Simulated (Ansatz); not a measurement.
**Sn: Sn → Si**

The parent structure is Sn (space group I4_1/amd, No. 141; a = 5.8862 Å, c = 3.1837 Å).

Now apply this change: every Sn is replaced by Si, then cell and atoms are relaxed.

Level of theory: r2SCAN/PAW in Ansatz (an electronic-structure program), scalar-relativistic without spin-orbit coupling. Γ-centred 20×20×20 mesh, Fermi–Dirac width 0.05 eV, for the changed cell.

| quantity | base | changed | shift |
|---|---|---|---|
| volume per atom | 27.58 Å³ | 15.24 Å³ | -12.332 Å³ |
| density | 7.15 g/cm³ | 3.06 g/cm³ | -4.09 g/cm³ |
| lattice parameter a | 11.123 bohr | 9.056 bohr | -2.067 bohr |
| c/a ratio | 0.541 | 0.554 | +0.013 |
| space group | I4_1/amd (No. 141) | I4_1/amd (No. 141) | – |
| band gap | zero | zero | – |

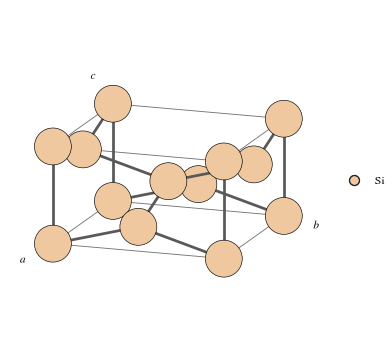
*The relaxed conventional cell after the change*

No phonon test of stability was made. For Si in this form, whether it has been made was not checked. This is not the structure that Si has at room temperature and ambient pressure.
